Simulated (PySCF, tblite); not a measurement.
# C7H13BO2: geometry, infrared bands and NMR shifts

Wanted: the infrared bands and NMR shifts of C7H13BO2 (`OB(O)C1CCC=CCC1`), by calculation.

The runs use tblite 0.8.0 and PySCF 2.14.0, with density-fitted response routines of our own; the level of theory stands in each step. All values are computed, except where a source is named. Atoms count from 0, in the outputs and in this text.

## Step 1: The starting structure

23 atoms, charge 0, multiplicity 1; geometry from: force field or distance geometry start.

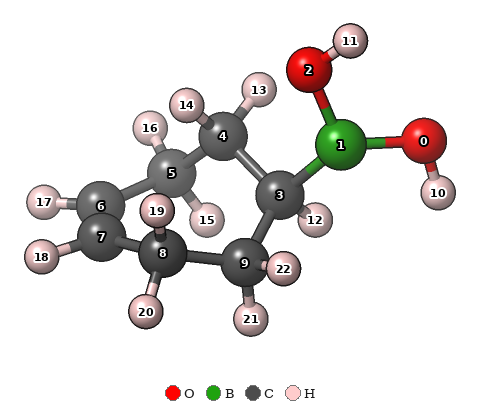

The starting geometry (oxygen red, boron green, carbon dark grey, hydrogen pink), atoms numbered; sticks join atoms by distance.

## Step 2: Geometry optimisation with GFN2-xTB

The job: settings as JSON, then the geometry in Å.

```
{"job": {"kind": "relax", "xc": "GFN2-xTB", "basis": "xTB"}, "charge": 0, "multiplicity": 1}
O      3.452800    -0.215100    -0.249700
B      2.157600    -0.423100     0.406800
O      2.126600    -0.061200     1.841700
C      0.825400    -0.077900    -0.411900
C      0.203100     1.080900     0.295300
C     -0.921300     1.707100    -0.532300
C     -2.162500     0.972500    -0.129000
C     -2.209700    -0.313600     0.182400
C     -1.238300    -1.413200     0.243800
C     -0.036500    -1.277700    -0.615100
H      3.345000    -0.400100    -1.236600
H      2.987400    -0.254900     2.264600
H      1.168400     0.269100    -1.404200
H      0.989200     1.872600     0.386600
H     -0.128300     0.859100     1.323800
H     -0.666100     1.534300    -1.572500
H     -1.074000     2.785600    -0.280600
H     -3.087900     1.536800    -0.080800
H     -3.239800    -0.634300     0.450600
H     -1.007900    -1.671700     1.313100
H     -1.794300    -2.315400    -0.125900
H     -0.316700    -1.372800    -1.700900
H      0.623200    -2.160100    -0.359300
```

The run is started by

```console
$ OMP_NUM_THREADS=1 python probes_run.py task.json out
```

This one command runs all jobs of the session in turn.

Log:

```text
step      E/eV     max force
  0    -843.37295    4.430
  1    -844.10351    2.465
  2    -844.35906    1.516
  3    -844.44607    0.989
  4    -844.53043    0.604
  5    -844.54725    0.598
  6    -844.56945    0.440
  7    -844.59015    0.470
  8    -844.60529    0.304
  9    -844.62099    0.261
 10    -844.63567    0.333
 11    -844.65096    0.458
 12    -844.66567    0.358
 13    -844.67874    0.249
 14    -844.68989    0.213
 15    -844.69982    0.315
 16    -844.70867    0.273
 17    -844.71669    0.178
 18    -844.72412    0.177
 19    -844.73163    0.275
 20    -844.73959    0.303
 21    -844.74774    0.201
 22    -844.75557    0.173
 23    -844.76365    0.209
 24    -844.77271    0.281
 25    -844.78273    0.246
 26    -844.79245    0.215
 27    -844.80071    0.205
 28    -844.80762    0.201
 29    -844.81461    0.181
 30    -844.82307    0.195
 31    -844.83253    0.236
 32    -844.84067    0.191
 33    -844.84620    0.203
 34    -844.85015    0.154
 35    -844.85353    0.120
 36    -844.85621    0.093
 37    -844.85753    0.080
 38    -844.85892    0.075
 39    -844.86012    0.094
 40    -844.86135    0.084
 41    -844.86252    0.073
 42    -844.86375    0.090
 43    -844.86498    0.078
 44    -844.86609    0.069
 45    -844.86701    0.066
 46    -844.86792    0.059
 47    -844.86894    0.067
 48    -844.87007    0.080
 49    -844.87120    0.068
 50    -844.87241    0.077
 51    -844.87381    0.088
 52    -844.87527    0.080
 53    -844.87645    0.064
 54    -844.87731    0.062
 55    -844.87812    0.063
 56    -844.87904    0.073
 57    -844.87991    0.072
 58    -844.88059    0.055
 59    -844.88114    0.053
 60    -844.88179    0.062
 61    -844.88263    0.064
 62    -844.88352    0.066
 63    -844.88435    0.061
 64    -844.88519    0.064
 65    -844.88616    0.073
 66    -844.88716    0.070
 67    -844.88798    0.065
 68    -844.88864    0.055
 69    -844.88926    0.054
 70    -844.88991    0.058
 71    -844.89049    0.046
 72    -844.89101    0.053
 73    -844.89157    0.056
 74    -844.89236    0.079
 75    -844.89334    0.078
 76    -844.89427    0.052
 77    -844.89499    0.046
 78    -844.89552    0.046
 79    -844.89598    0.047
 80    -844.89639    0.036
 81    -844.89671    0.041
 82    -844.89694    0.037
 83    -844.89712    0.028
 84    -844.89727    0.020
 85    -844.89739    0.023
 86    -844.89748    0.019
 87    -844.89757    0.021
 88    -844.89768    0.023
 89    -844.89778    0.019
 90    -844.89785    0.016
 91    -844.89788    0.010
 92    -844.89790    0.010
```

It took 1.2 s on 1 thread of Arm Neoverse N1, shared host.

Relaxation path: (not every step is listed)

```csv
step,energy from step 0 (eV),largest force (eV/Å)
0,0.0000,4.4300
1,-0.7306,2.4646
2,-0.9861,1.5163
3,-1.0731,0.9893
4,-1.1575,0.6040
5,-1.1743,0.5975
6,-1.1965,0.4397
7,-1.2172,0.4701
8,-1.2323,0.3043
15,-1.3269,0.3151
22,-1.3826,0.1726
29,-1.4417,0.1807
36,-1.4833,0.0933
43,-1.4920,0.0785
50,-1.4995,0.0768
57,-1.5070,0.0715
64,-1.5122,0.0636
71,-1.5175,0.0456
78,-1.5226,0.0460
85,-1.5244,0.0230
87,-1.5246,0.0206
88,-1.5247,0.0226
89,-1.5248,0.0191
90,-1.5249,0.0159
91,-1.5249,0.0099
92,-1.5250,0.0096
```

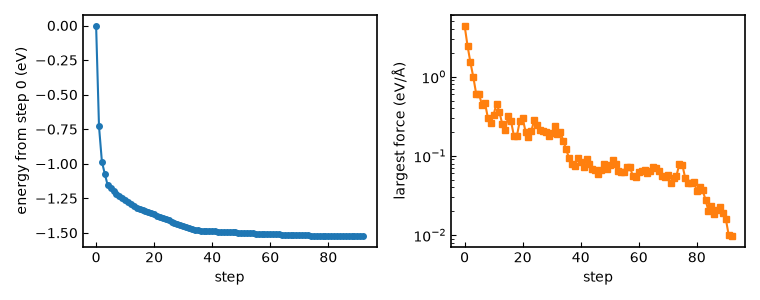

Energy and force, step by step.

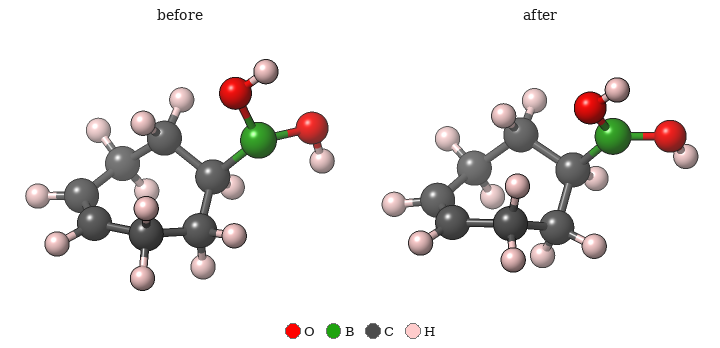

The geometry before (left) and after (right).

Distances of close pairs at the start and the end, largest changes first:

```csv
bond,before (Å),after (Å),change (Å)
B1–O2,1.480,1.348,-0.132
O0–B1,1.467,1.363,-0.104
O0–H10,1.010,0.955,-0.055
C3–C9,1.491,1.541,+0.050
C8–C9,1.483,1.528,+0.045
C3–C4,1.493,1.535,+0.042
C9–H22,1.131,1.094,-0.037
C9–H21,1.125,1.092,-0.033
```

The final coordinates are the input of the step that follows.

## Step 3: Vibrational analysis with GFN2-xTB

The job: settings as JSON, then the geometry in Å.

```
{"job": {"kind": "ir", "xc": "GFN2-xTB", "basis": "xTB"}, "charge": 0, "multiplicity": 1}
O      3.354128    -0.781787     0.065614
B      2.127441    -0.393604     0.516052
O      1.899063    -0.475382     1.841814
C      0.955522     0.115234    -0.466354
C      0.218860     1.323674     0.127957
C     -1.098616     1.663783    -0.569858
C     -2.248310     0.815574    -0.110485
C     -2.198215    -0.438814     0.310318
C     -0.993024    -1.331048     0.349747
C     -0.008057    -1.045282    -0.783562
H      3.501920    -0.715718    -0.875888
H      2.645093    -0.804719     2.345333
H      1.391170     0.427901    -1.425648
H      0.888012     2.185995     0.070214
H      0.017742     1.139632     1.182913
H     -0.979472     1.582670    -1.655244
H     -1.347164     2.707416    -0.357819
H     -3.208246     1.317556    -0.113917
H     -3.116966    -0.903165     0.647807
H     -0.476777    -1.230911     1.308139
H     -1.336314    -2.366350     0.274696
H     -0.575440    -0.821629    -1.689463
H      0.582898    -1.944042    -0.982288
```

Log:

```text
mode    cm-1     km/mol
  1      22.3      1.46
  2      76.2      0.47
  3     126.6      0.13
  4     172.8      1.54
  5     251.1      1.70
  6     262.9      1.00
  7     273.3      0.68
  8     332.4      0.19
  9     353.2      2.25
 10     430.9     17.24
 11     495.7      8.56
 12     534.0      4.50
 13     550.9     71.43
 14     594.4      1.77
 15     646.3    275.33
 16     652.4     18.95
 17     709.0      5.25
 18     769.0      5.85
 19     833.6      1.07
 20     896.3      6.30
 21     923.3      1.41
 22     932.5     11.88
 23     936.0     12.93
 24     955.2    108.58
 25     961.7    118.17
 26     968.0     23.42
 27    1021.8     11.70
 28    1034.5      4.15
 29    1088.0      1.57
 30    1102.4      8.42
 31    1133.5     14.43
 32    1158.6      3.07
 33    1174.4      0.37
 34    1206.4    353.73
 35    1227.7     11.65
 36    1240.4     14.45
 37    1263.8      1.38
 38    1282.8    134.97
 39    1307.5    193.07
 40    1312.1     52.50
 41    1339.2      2.66
 42    1345.8      0.39
 43    1354.1      9.90
 44    1365.0     14.32
 45    1375.6     13.77
 46    1470.4      1.15
 47    1477.7      2.24
 48    1497.2      0.55
 49    1500.8      0.56
 50    1736.7      8.50
 51    2887.0     76.26
 52    2927.2     37.84
 53    2943.2     40.49
 54    2951.2     30.55
 55    2956.3     29.23
 56    2967.5     77.19
 57    2972.1     76.32
 58    2974.8     65.00
 59    3011.6     36.70
 60    3031.8     31.18
 61    3049.4    119.04
 62    3604.2     12.43
 63    3655.8     13.68
```

Wall time 1.6 s (1 thread of Arm Neoverse N1, shared host).

Which atoms move in the most intense modes:

```csv
cm⁻¹,km/mol,atoms
646,275.3,"H11 48 %, B1 27 %"
955,108.6,"H10 34 %, H11 27 %, O0 11 %"
962,118.2,"H10 35 %, O2 19 %, H11 19 %"
1206,353.7,"B1 45 %, O0 15 %, H12 13 %"
1283,135.0,"B1 21 %, C3 20 %, H12 17 %"
1308,193.1,"B1 45 %, H12 19 %, O2 11 %"
2968,77.2,"H16 46 %, H13 37 %"
3049,119.0,"H17 47 %, H18 45 %"
```

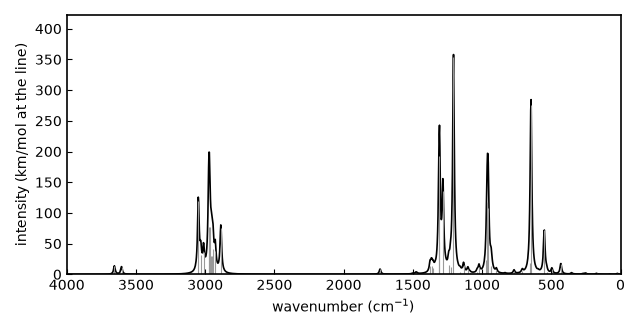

The infrared spectrum from these modes, unscaled. Lines are broadened to a width of 14 cm⁻¹ (Lorentzian).

## Step 4: Shielding tensors: PBE0/pcSseg-1

The job, as its differences from that of step 3:

```diff
@@ -1,2 +1,2 @@
-{"job": {"kind": "ir", "xc": "GFN2-xTB", "basis": "xTB"}, "charge": 0, "multiplicity": 1}
+{"job": {"kind": "nmr", "xc": "PBE0", "basis": "pcSseg-1"}, "charge": 0, "multiplicity": 1}
 O      3.354128    -0.781787     0.065614
```

Method: GIAO PBE0/pcSseg-1 NMR shielding, non-relativistic, gas phase.

Log:

```text
coarse grid: 18920 points
cycle   1  E = -449.1432095870  dE =  1.414e+00  |g| = 9.156e-01  |ddm| = 4.260e+00
cycle   2  E = -449.0305237998  dE =  1.127e-01  |g| = 1.223e+00  |ddm| = 1.529e+00
cycle   3  E = -449.3074500505  dE = -2.769e-01  |g| = 7.406e-02  |ddm| = 9.173e-01
cycle   4  E = -449.3083409894  dE = -8.909e-04  |g| = 3.546e-02  |ddm| = 8.179e-02
cycle   5  E = -449.3086128002  dE = -2.718e-04  |g| = 9.678e-03  |ddm| = 3.654e-02
cycle   6  E = -449.3086317779  dE = -1.898e-05  |g| = 2.508e-03  |ddm| = 1.051e-02
cycle   7  E = -449.3086330176  dE = -1.240e-06  |g| = 8.858e-04  |ddm| = 2.555e-03
final grid: 181920 points
cycle   8  E = -449.3899290857  dE = -1.068e-04  |g| = 1.142e-02  |ddm| = 5.176e-02
cycle   9  E = -449.3899084538  dE =  2.063e-05  |g| = 1.516e-02  |ddm| = 2.220e-02
cycle  10  E = -449.3899598878  dE = -5.143e-05  |g| = 1.230e-03  |ddm| = 1.288e-02
cycle  11  E = -449.3899601673  dE = -2.794e-07  |g| = 4.363e-04  |ddm| = 1.386e-03
cycle  12  E = -449.3899602047  dE = -3.741e-08  |g| = 1.444e-04  |ddm| = 4.564e-04
cycle  13  E = -449.3899602088  dE = -4.095e-09  |g| = 5.430e-05  |ddm| = 1.515e-04
cycle  14  E = -449.3899602095  dE = -6.826e-10  |g| = 8.152e-06  |ddm| = 5.189e-05
converged SCF energy = -449.3899602095

GIAO shielding tensors (ppm)
atom      isotropic    diamagn.    paramagn.     s11        s22        s33       span
  0 O      208.199     384.824    -176.626    105.161    248.273    271.162    166.001
  1 B       70.565     194.637    -124.072     49.873     68.801     93.021     43.148
  2 O      219.222     387.550    -168.328    122.633    253.753    281.279    158.647
  3 C      154.926     252.906     -97.980    141.803    159.019    163.955     22.152
  4 C      155.831     248.345     -92.514    142.467    157.328    167.698     25.232
  5 C      155.298     248.225     -92.927    145.459    153.112    167.323     21.863
  6 C       47.538     253.435    -205.897    -62.308     54.250    150.672    212.980
  7 C       46.271     253.662    -207.391    -63.693     52.295    150.211    213.904
  8 C      158.487     248.810     -90.322    151.648    153.718    170.097     18.449
  9 C      155.415     248.831     -93.416    141.593    156.077    168.575     26.982
 10 H       27.778      32.420      -4.643     21.727     25.125     36.481     14.754
 11 H       27.639      28.759      -1.121     21.617     22.838     38.460     16.843
 12 H       30.789      34.858      -4.069     27.388     28.574     36.406      9.019
 13 H       30.051      31.781      -1.731     23.919     29.673     36.561     12.642
 14 H       29.476      32.424      -2.948     25.853     29.684     32.890      7.037
 15 H       29.468      31.057      -1.589     26.296     27.632     34.476      8.179
 16 H       29.469      29.849      -0.381     23.885     28.155     36.366     12.480
 17 H       25.684      28.950      -3.266     23.102     26.534     27.415      4.313
 18 H       25.666      29.209      -3.543     23.111     26.459     27.429      4.318
 19 H       28.762      31.340      -2.578     24.288     28.963     33.036      8.748
 20 H       29.723      30.510      -0.787     24.107     28.414     36.648     12.540
 21 H       29.629      32.714      -3.085     26.836     27.721     34.329      7.492
 22 H       30.074      32.558      -2.484     24.636     29.400     36.187     11.551
```

It took 99 s on 1 thread of Arm Neoverse N1, shared host; peak memory 1.1 GiB.

Shifts follow as δ = σ(reference) − σ, with reference shieldings (ppm) from runs at the same level and on the same kind of geometry: ¹H TMS 31.72, ¹³C TMS 186.9, ¹⁷O H2O 336.1, ¹¹B BF3·OEt2 100.1. The references are single molecules in the gas phase, so shifts against H2O, NH3, PH3, H3PO4 or CFCl3 are not on the usual liquid scales and can be off by tens of ppm. Atoms listed in one row are averaged.

```csv
atoms,environment,σ (ppm),δ (ppm),δ scaled to CDCl3
"C6, C7",alkene CH,46.9,140.0,134.7
C3,sp3 CH bonded to B,154.9,32.0,29.3
"C4, C9",sp3 CH2 in a ring,155.6,31.3,28.6
"C5, C8",allylic sp3 CH2,156.9,30.0,27.4
"H17, H18",hydrogen on an alkene CH,25.67,6.04,5.80
"H10, H11",hydrogen on an oxygen bonded to B,27.71,4.01,–
"H16, H19",hydrogen on an allylic sp3 CH2,29.12,2.60,2.56
"H15, H20",hydrogen on an allylic sp3 CH2,29.60,2.12,2.11
"H14, H22",hydrogen on an sp3 CH2 in a ring,29.78,1.94,1.94
"H13, H21",hydrogen on an sp3 CH2 in a ring,29.84,1.88,1.88
H12,hydrogen on an sp3 CH bonded to B,30.79,0.93,0.98
"O0, O2","oxygen bonded to B, H",213.7,122.4,–
B1,"boron bonded to C, 2 O",70.6,29.5,–
```

The scaled column applies a straight-line fit of computed shieldings to shifts measured in CDCl3 (root-mean-square error 0.16 ppm for H, 1.9 ppm for C).

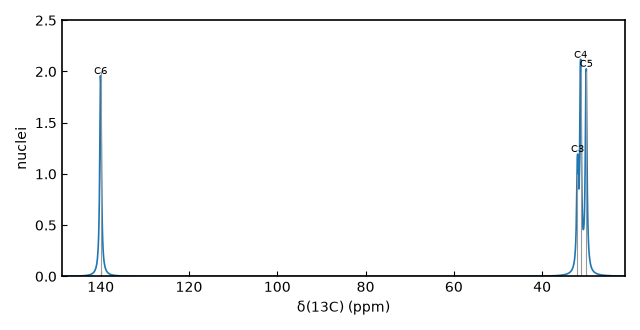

¹³C lines at the computed shifts, without couplings. Lines are broadened to a width of 0.44 ppm (Lorentzian).

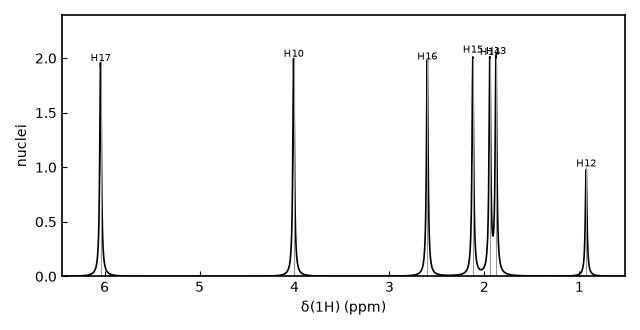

¹H lines at the computed shifts, without couplings. Lines are broadened to a width of 0.02 ppm (Lorentzian).

The run also stored atomic charges by several schemes (e):

```csv
atoms,Mulliken,IAO,Hirshfeld,ESP fit
"O0, O2",-0.41,-0.55,-0.25,-0.69
B1,0.61,0.50,0.25,0.56
C3,-0.47,-0.27,-0.10,0.02
"C4, C9",-0.21,-0.24,-0.07,-0.21
"C5, C8",-0.17,-0.27,-0.07,0.06
"C6, C7",-0.17,-0.16,-0.05,-0.25
```

ESP fit charges:

O0 -0.69; B1 0.56; O2 -0.70; C3 0.02; C4 -0.12; C5 -0.04; C6 -0.21; C7 -0.29; C8 0.17; C9 -0.30; H10 0.42; H11 0.47; H12 -0.01; H13 0.02; H14 0.10; H15 0.06; H16 0.06; H17 0.13; H18 0.13; H19 0.03; H20 0.02; H21 0.11; H22 0.07

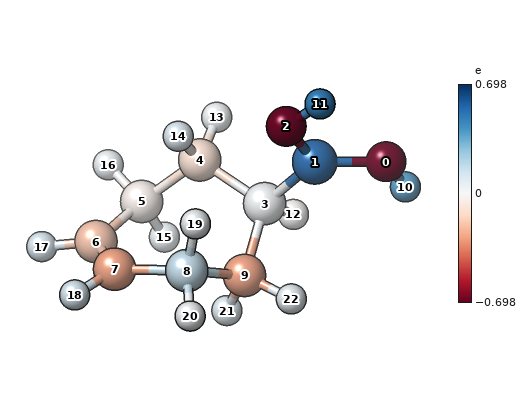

ESP fit charges, as colours on the atoms.

Mayer bond orders: O0–B1 1.22, B1–O2 1.23, B1–C3 0.89, C3–C4 1.02, C4–C5 1.04, C5–C6 1.04, C6–C7 1.95, C7–C8 1.04, C8–C9 1.03, C9–C3 1.02.

Ring of atoms C3, C4, C5, C6, C7, C8, C9: NICS(0) -1.1, NICS(1) -2.1, NICS(1)zz 3.4 ppm (means of both faces).

Orbitals, density, ELF and potential are computed afterwards from the orbital file.

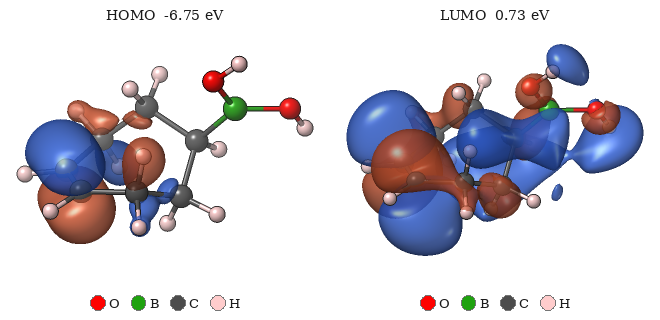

Frontier orbitals at PBE0/pcSseg-1; each surface holds 70 % of the orbital's density, blue and red mark the sign.

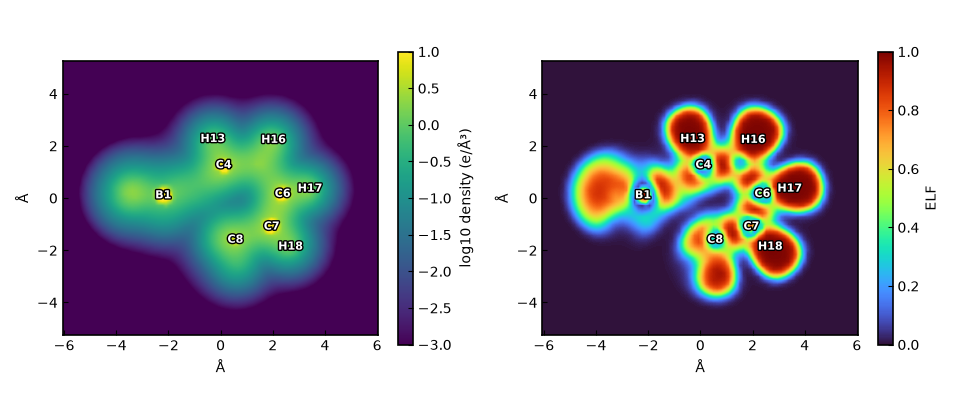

Density (left) and ELF (right) in a plane through or near 9 of the atoms.

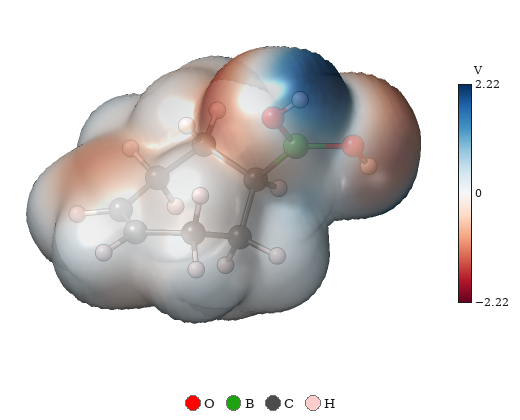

The potential that a unit positive charge feels on the 0.002 e/bohr³ surface, from the 1st to the 99th percentile, from -1.13 V near O2 to 2.22 V near H10.

## Step 5: Summary of results

| quantity | value |
| --- | --- |
| strongest single infrared mode (GFN2-xTB) | 1206 cm⁻¹, 354 km/mol |
| zero-point energy (GFN2-xTB) | 122.4 kcal/mol |
| ¹³C shifts against TMS (PBE0/pcSseg-1, means over atoms taken as alike) | 140.0, 32.0, 31.3, 30.0 ppm |
| ¹H shifts against TMS (PBE0/pcSseg-1, means over atoms taken as alike) | 6.04, 4.01, 2.60, 2.12, 1.94, 1.88, 0.93 ppm |
| ¹⁷O shifts against H2O (PBE0/pcSseg-1, means over atoms taken as alike) | 122.4 ppm |
| ¹¹B shifts against BF3·OEt2 (PBE0/pcSseg-1) | 29.5 ppm |
| surface potential, 1st and 99th percentile | -1.13 V and 2.22 V |

Over 92 steps the energy fell by 1.525 eV; of the close pairs, B1–O2 changed most, 1.480 to 1.348 Å. No mode is imaginary among the 63: a minimum at this level. The strongest single mode, at 1206 cm⁻¹, has its largest shares on B1, O0 and H12 (the list is cut at 3 atoms). Unscaled tight-binding wavenumbers are off by several per cent, some by more. Its intensities can rank the bands wrongly. The most deshielded carbon is C6, C7 (mean) (alkene CH), at 140.0 ppm: the olefinic region. The most deshielded hydrogen is H17, H18 (mean) (hydrogen on an alkene CH), at 6.04 ppm: olefinic region. At PBE0/pcSseg-1: Shielding is most anisotropic at C6, C7 (span 213 ppm, paramagnetic term -207 ppm).
